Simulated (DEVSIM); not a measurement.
Structure: Pt/SiO2/p-Si capacitor, at 300 K.

```csv
layer (left to right),material,thickness (nm),Na (cm⁻³)
1,SiO2,1.00,-
2,Si,360,2.6e17
```

Metal gate on the left, work function 5.6 eV. Fixed charge at the semiconductor interface -1.3e10 cm⁻² (in units of +e); no interface traps.

This is a model device: material constants are rounded textbook-type values typed into the input, and sizes, dopings and lifetimes were drawn at random. Values at 300 K.

```csv
parameter,SiO2,Si
gap (eV),9,1.124
affinity (eV),0.9,4.05
permittivity,3.9,11.7
Nc (cm⁻³),-,2.86e19
Nv (cm⁻³),-,3.1e19
```

Simulated with DEVSIM: 1D Poisson equation in equilibrium, Boltzmann statistics, complete ionisation; no quantum confinement or tunnelling. Metal contacts follow the ideal Schottky-Mott rule: no Fermi-level pinning, no interface dipoles.

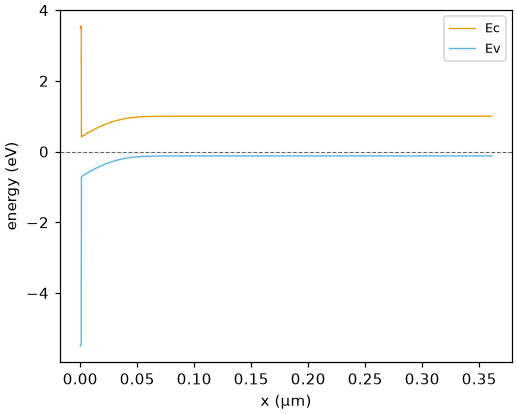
*Band edges at 1.2 V on the gate*

Energies count from the Fermi level of the right contact; mesh points crowd at the junctions.

| x (μm) | Ec (eV) | Ev (eV) | n (cm⁻³) | p (cm⁻³) | field (V/cm) |
|---|---|---|---|---|---|
| 0.000 | 3.500 | -5.500 | < 1e2 | < 1e2 | 640000 |
| 0.0004341 | 3.528 | -5.472 | < 1e2 | < 1e2 | 640000 |
| 0.0007103 | 3.546 | -5.454 | < 1e2 | < 1e2 | 640000 |
| 0.001262 | 0.419 | -0.705 | 2.6e12 | 4.5e7 | 210000 |
| 0.002635 | 0.448 | -0.676 | 8.5e11 | 1.4e8 | 210000 |
| 0.004324 | 0.482 | -0.642 | 2.3e11 | 5.1e8 | 200000 |
| 0.007277 | 0.539 | -0.585 | 2.5e10 | 4.6e9 | 190000 |
| 0.01443 | 0.663 | -0.461 | 2.1e8 | 5.5e11 | 160000 |
| 0.02323 | 0.786 | -0.338 | 1800000 | 6.6e13 | 120000 |
| 0.03861 | 0.928 | -0.196 | 7300 | 1.6e16 | 62000 |
| 0.06409 | 0.996 | -0.128 | 530 | 2.2e17 | 5600 |
| 0.1217 | 1.000 | -0.124 | 450 | 2.6e17 | ≈ 0 |
| 0.1984 | 1.000 | -0.124 | 450 | 2.6e17 | ≈ 0 |
| 0.2634 | 1.000 | -0.124 | 450 | 2.6e17 | ≈ 0 |
| 0.3101 | 1.000 | -0.124 | 450 | 2.6e17 | ≈ 0 |
| 0.3307 | 1.000 | -0.124 | 450 | 2.6e17 | ≈ 0 |
| 0.3432 | 1.000 | -0.124 | 450 | 2.6e17 | ≈ 0 |
| 0.3503 | 1.000 | -0.124 | 450 | 2.6e17 | ≈ 0 |
| 0.3561 | 1.000 | -0.124 | 450 | 2.6e17 | ≈ 0 |
| 0.3585 | 1.000 | -0.124 | 450 | 2.6e17 | ≈ 0 |
| 0.3599 | 1.000 | -0.124 | 450 | 2.6e17 | ≈ 0 |
| 0.3610 | 1.000 | -0.124 | 450 | 2.6e17 | ≈ 0 |
